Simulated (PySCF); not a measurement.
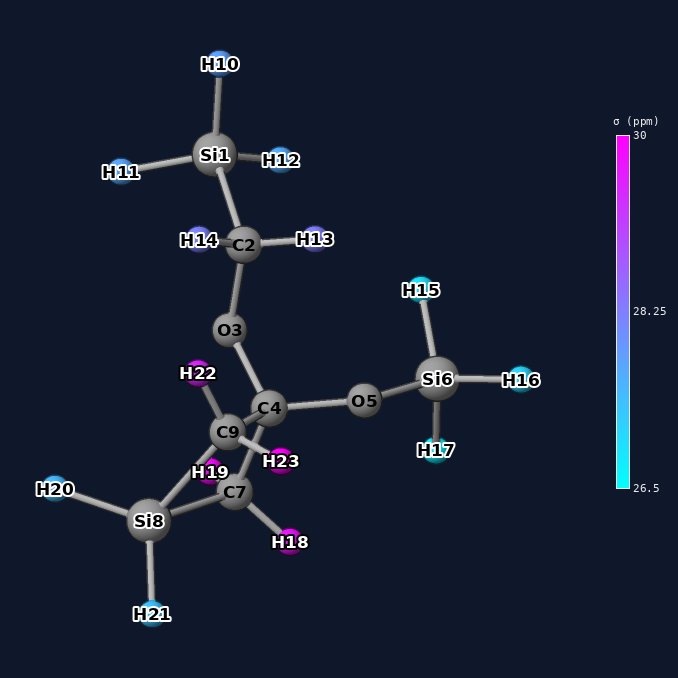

Atoms are coloured by their isotropic NMR shieldings (H only, the others grey). The computed structure is the end point of a GFN2-xTB optimisation. No frequency run is at hand to confirm it as a minimum. Level of theory: GIAO PBE0/pcSseg-1 NMR shielding, non-relativistic, gas phase (PySCF 2.14.0).

Q: Which H atom is the most shielded (lowest chemical shift)?

A: H23 (29.99 ppm).

Q: Which H atom is the least shielded (highest chemical shift)?

A: H17 (26.80 ppm).

Q: How wide is the range of H shifts?

A: 3.19 ppm.

Give the isotropic NMR shieldings of the H atoms atom by atom.

```json
{"atom": "H10", "σ (ppm)": "27.80"}
{"atom": "H11", "σ (ppm)": "27.71"}
{"atom": "H12", "σ (ppm)": "27.65"}
{"atom": "H13", "σ (ppm)": "28.25"}
{"atom": "H14", "σ (ppm)": "28.20"}
{"atom": "H15", "σ (ppm)": "26.94"}
{"atom": "H16", "σ (ppm)": "27.11"}
{"atom": "H17", "σ (ppm)": "26.80"}
{"atom": "H18", "σ (ppm)": "29.71"}
{"atom": "H19", "σ (ppm)": "29.84"}
{"atom": "H20", "σ (ppm)": "27.47"}
{"atom": "H21", "σ (ppm)": "27.34"}
{"atom": "H22", "σ (ppm)": "29.49"}
{"atom": "H23", "σ (ppm)": "29.99"}
```

The geometry is semi-empirical. Around Si such bond lengths and angles can be off by a tenth of an ångström or more and by several degrees, and values that hang on the shape move with them.
